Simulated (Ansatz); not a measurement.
**GeH$_{4}$O···CH$_{4}$: density, localisation and related maps**

Input

```
crystal:
  periodic: [false, false, false]
  atoms:
    - { symbol: Ge, position_ang: [0.0, 0.0, 0.0] }
    - { symbol: C, position_ang: [0.0, 0.0, 2.31] }
    - { symbol: H, position_ang: [-0.9996, -0.3092, 2.6805] }
    - { symbol: H, position_ang: [0.7676, -0.7111, 2.6805] }
    - { symbol: H, position_ang: [0.232, 1.0203, 2.6805] }
    - { symbol: H, position_ang: [1.4616, 0.0, -0.5162] }
    - { symbol: O, position_ang: [-0.8337, 1.4443, -0.5894] }
    - { symbol: H, position_ang: [-1.7915, 1.2136, -0.8118] }
    - { symbol: H, position_ang: [-0.73, -1.2648, -0.5162] }
    - { symbol: H, position_ang: [0.6884, -1.615, 0.5833] }
    - { symbol: H, position_ang: [0.5495, -1.2893, 1.5621] }
basis:
  gaussian: { orbitals: def2-SVP }
hamiltonian:
  xc: pbe0
relax:
  f_tol: 0.15
  max_steps: 25
  restrain:
    - { distance: [0, 9], at: 1.55, k: 30.0 }
    - { distance: [10, 1], at: 1.11, k: 30.0 }
    - { distance: [0, 1], at: 3.16, k: 30.0 }
    - { distance: [10, 9], at: 1.86, k: 30.0 }
output:
  orbitals: {}
```

Command:

```sh
ansatz run input.yaml --threads 2 --pin off --max-ram 3072MiB --backend cpu --events-out ev --progress --plain --runs-dir out
```

The fields are those of the run's last geometry, not of the input's.

Theory: RKS PBE0/def2-SVP (Ansatz).

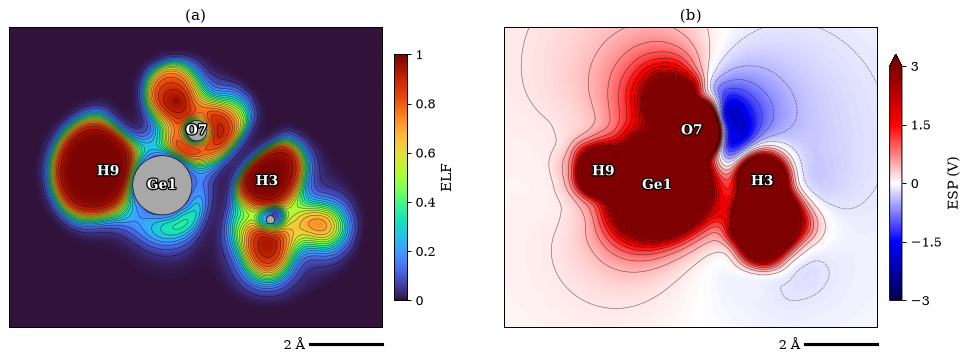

Figure 1. (a) electron localisation function; (b) molecular electrostatic potential on the plane of atoms O7, Ge1 and H9. Grey discs cover the atomic cores in the ELF map.

Q: Read the bonding off the picture.

A: The plane passes through Ge, H and O nuclei.
Ge–O (1.79 Å): the ELF peaks at about 0.85 in the valence shell of O, 0.6 Å from its nucleus, and is about 0.35 at the midpoint.
Ge–H (1.55 Å): the ELF climbs to about 1 towards the hydrogen.
The ELF also peaks beside O7, away from the bonds: lone-pair regions.
Outside the dense part of the complex the potential is most negative (−2.0 V) near O7.

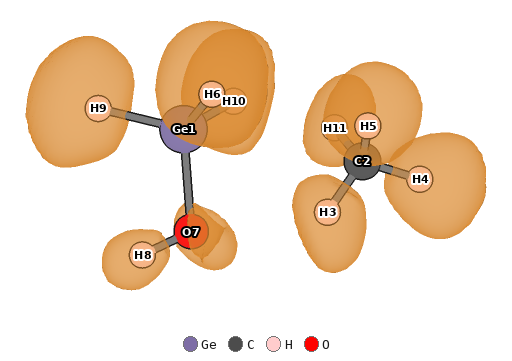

Figure 2. Isosurface of the electron localisation function at 0.85 (orange), seen across its widest extent. Core shells and regions of very low density are left out.

Q: Where are the electrons localised?

A: The ELF exceeds this value in eight regions around hydrogen nuclei and one lobe on O, pointing away from the bonds (lone pairs, which may merge into one lobe). Profiles from the grid: H10···H11 (1.87 Å): the ELF dips to about 0.10 between them.

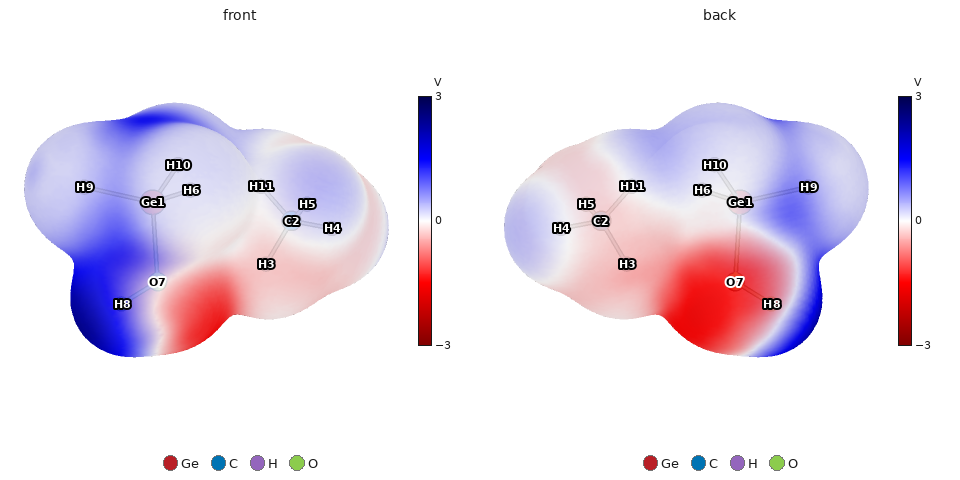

Figure 3. The molecular electrostatic potential painted on the density surface at 0.002 e/bohr³, seen from the front and from behind; the colour scale runs from red (negative) to blue (positive).

Q: Which sites attract a positive test charge, and which a negative one?

A: A positive charge is drawn to the negative regions and a negative charge to the positive ones. The most negative region (about −1.6 V) lies over O7, the most positive (about +2.3 V) over H8. O7 is the likeliest acceptor of a hydrogen bond.
